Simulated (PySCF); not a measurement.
# C₅H₉BNSi (SMILES C=C[CH]NBC#C[SiH3]) (doublet): what the fields show

```yaml
atoms:
  - { symbol: C, position_ang: [-4.2926, -0.0618, -0.2791] }
  - { symbol: C, position_ang: [-2.9794, -0.1267, 0.0642] }
  - { symbol: C, position_ang: [-1.9491, 0.4907, -0.6405] }
  - { symbol: N, position_ang: [-0.6474, 0.4051, -0.2738] }
  - { symbol: B, position_ang: [0.4839, 0.9745, -0.8958] }
  - { symbol: C, position_ang: [1.8269, 0.7003, -0.2677] }
  - { symbol: C, position_ang: [2.9002, 0.4620, 0.2506] }
  - { symbol: Si, position_ang: [4.5253, 0.0864, 1.0356] }
  - { symbol: H, position_ang: [-4.6152, 0.4891, -1.1444] }
  - { symbol: H, position_ang: [-5.0490, -0.5583, 0.2997] }
  - { symbol: H, position_ang: [-2.7005, -0.6946, 0.9456] }
  - { symbol: H, position_ang: [-2.1617, 1.0694, -1.5260] }
  - { symbol: H, position_ang: [-0.5061, -0.1522, 0.5623] }
  - { symbol: H, position_ang: [0.3541, 1.6258, -1.8614] }
  - { symbol: H, position_ang: [4.3117, -0.0709, 2.4793] }
  - { symbol: H, position_ang: [5.4562, 1.1876, 0.7757] }
  - { symbol: H, position_ang: [5.0357, -1.1650, 0.4657] }
```

Geometry: GFN2-xTB.

Theory: UKS B3LYP, pcH-1 on B C H N Si, non-relativistic, mean-field spin-orbit, GIAO in PySCF 2.14.0, density-fitted response routines.

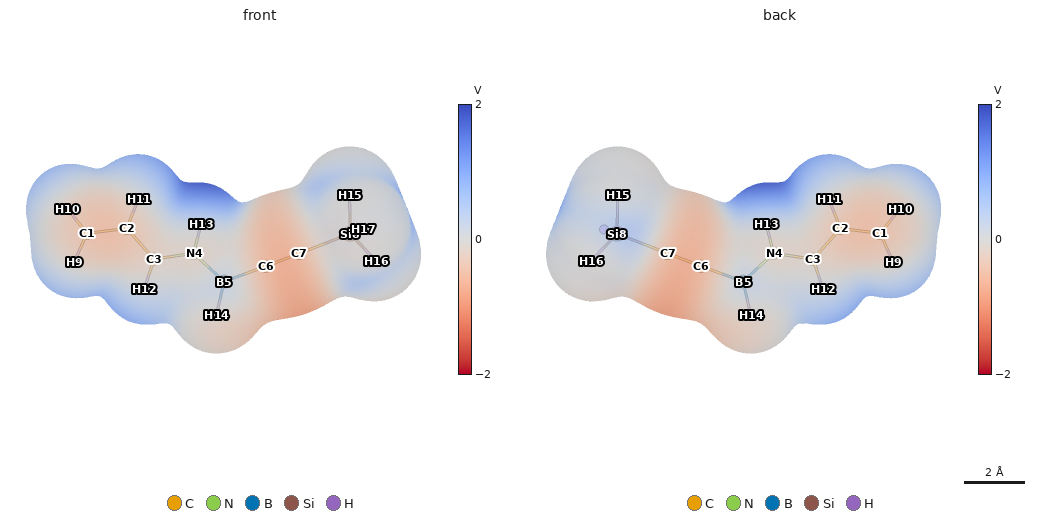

Figure 1. The molecular electrostatic potential painted on the density surface at 0.001 e/bohr³, seen from the front and from behind; the colour scale runs from red (negative) to blue (positive).

Question: Describe the electrostatic potential map.

Answer: The most negative region (about −0.8 V) lies over C6 and C7, the most positive (about +1.7 V) over H13.

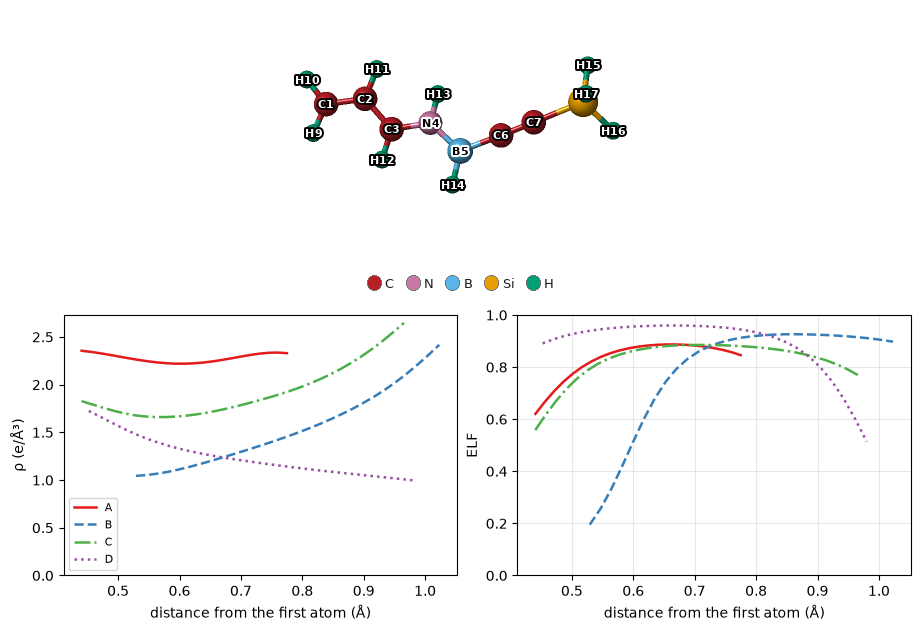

Figure 2. Electron density and electron localisation function along straight lines between neighbouring atoms. The curves leave out the atomic cores. The structure is drawn too.

Question: Which curve belongs to which contact (B–N, C–B, C–C and C–N)? The first atom named is at distance zero.

Answer: Curve A: C–C (1.22 Å): ρ at the midpoint is about 2.2 e/Å³; the ELF peaks at about 0.90 between the atoms: a short, multiple covalent bond. Curve B: B–N (1.41 Å): ρ is about 1.3 e/Å³ halfway; the ELF peaks at about 0.95 between the atoms: a short, strongly polar bond. Curve C: C–N (1.36 Å): ρ at the midpoint is about 1.8 e/Å³; the ELF peaks at about 0.90 between the atoms: a covalent bond. Curve D: C–B (1.51 Å): the density is about 1.2 e/Å³ at the midpoint; the ELF peaks at about 0.95 between the atoms, as expected for a covalent bond.
